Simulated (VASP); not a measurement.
Band structure of WSe$_{2}$ (2H layered). Computed with SCAN meta-GGA, VASP's PBE PAW potentials (set 64) (plane waves; VASP).

The path is coarsely sampled, so an indirect gap can come out somewhat too large. Unless said otherwise, spin-orbit coupling is left out, though it shifts the bands of the heavy elements here.

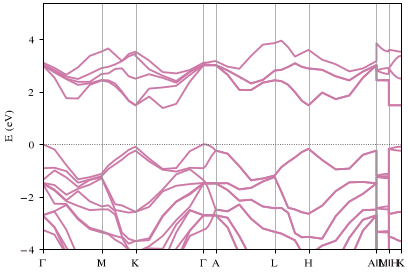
Figure. Bands along high-symmetry lines, zero at the valence-band maximum or, without a gap, the Fermi level

Read the plot: is there a gap, and where are the band edges?

The gap is indirect, 1.38 eV, from the valence maximum at Γ to the conduction minimum at K-Γ at 0.40.

The compound is WSe2 in the 2H layered structure. It was relaxed first, which changed the volume by +6 %.
